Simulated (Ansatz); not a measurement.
## Electronic structure of BBrF2H2O in real space

```
atom    x (Å)    y (Å)    z (Å)
   B  -0.4953   0.4288  -0.2045
   O   0.9676   0.3067  -0.0471
   F  -0.9754   0.0600  -1.3780
   F  -1.0560   1.3887   0.4916
   H   0.7495  -0.6159   0.7026
  Br  -0.5703  -1.5330   1.2873
   H   1.3799  -0.0354  -0.8520
```

A transition-state structure; geometry: PBE0-D4/def2-TZVP.

All numbers below come from Ansatz 0.2.0, RKS PBE0-D4/def2-TZVPP.

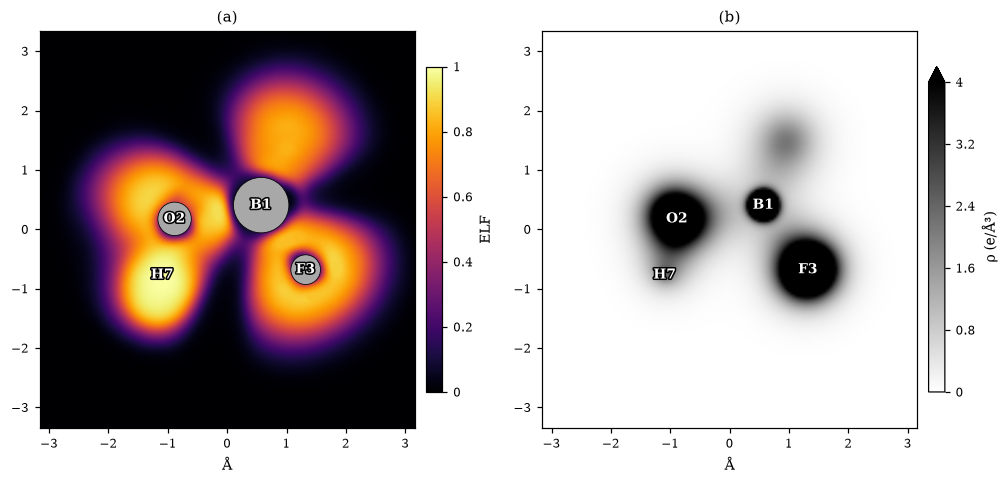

Figure 1. (a) electron localisation function; (b) total electron density on the plane of atoms O2, B1 and F3. Grey discs cover the atomic cores in the ELF map.

> What do the fields say about this system?

- Atoms in the plane: B, O, F and H.
- B–F (1.32 Å): ρ at the midpoint is about 2.3 e/Å³; the ELF peaks at about 0.85 between the atoms (a shared but strongly polarised pair).
- B–O (1.48 Å): ρ is about 1.7 e/Å³ halfway; the ELF peaks at about 0.90 between the atoms; a polar covalent bond.
- O–H (0.97 Å): ρ at the midpoint is about 3.8 e/Å³; the ELF climbs to about 1 towards the hydrogen, as it does in any bond to H (a covalent bond by its length).
- The ELF also peaks beside F3 and O2, away from the bonds: lone-pair regions.

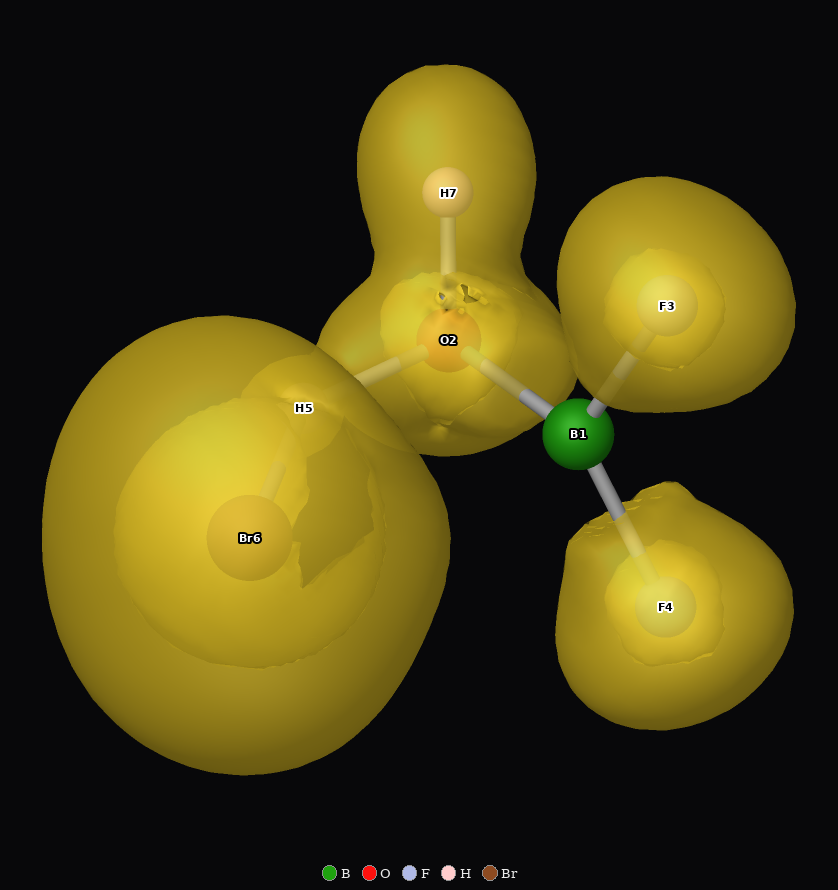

Figure 2. Isosurface of the ELF at 0.75 (yellow), seen at a tilt. Core shells and regions of very low density are left out.

> Identify the bonds, lone pairs and shells in this picture.

The surface consists of two regions on F in which the atom's valence shell and bonds are merged and one joined region spread over several atoms (Br, O), in which their bonds and any lone pairs are merged.


B–F (1.31 Å): the ELF peaks at about 0.85 between the atoms; a shared but strongly polarised pair.

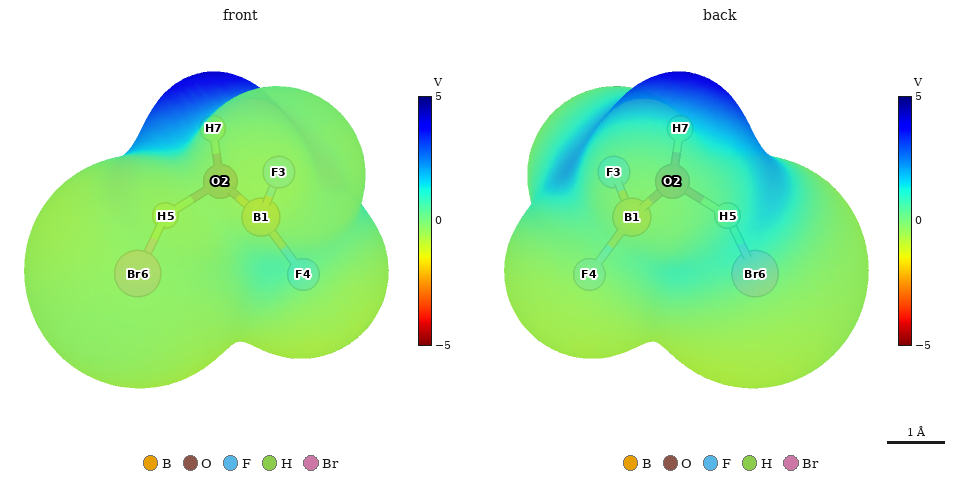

Figure 3. The molecular electrostatic potential painted on the density surface at 0.002 e/bohr³, seen from the front and from behind; red is negative and blue positive.

> Where is the surface potential most negative and most positive?

The most negative region (about −0.7 V, or −16 kcal/mol for a unit charge) lies over F4 and Br6, the most positive (about +4.0 V, or +92 kcal/mol for a unit charge) over H7.

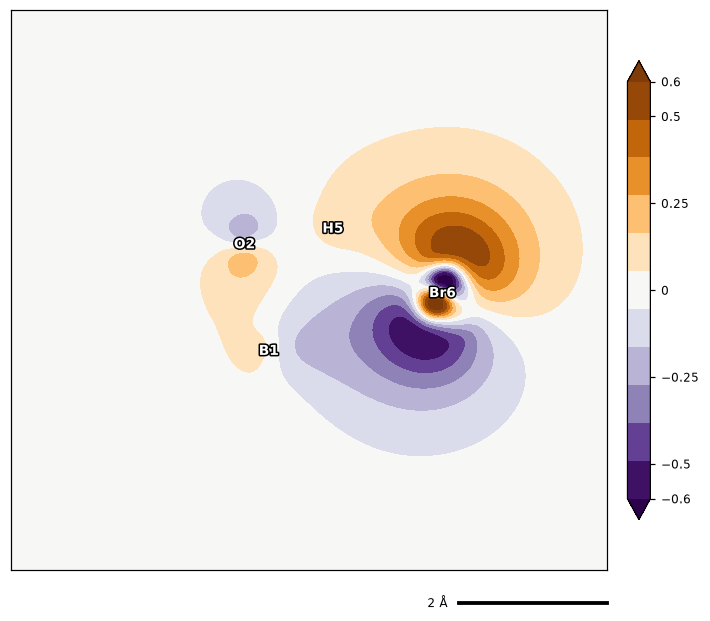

Figure 4. The HOMO−1 on the plane of atoms O2, H5 and Br6 (values in Å⁻³ᐟ²; the overall sign is arbitrary).

> Where does this orbital lie, and at what energy?

It lies mainly on Br6 (about 85 %) and B1 (about 5 %); largely a lone pair of Br6. Its energy is −8.66 eV.
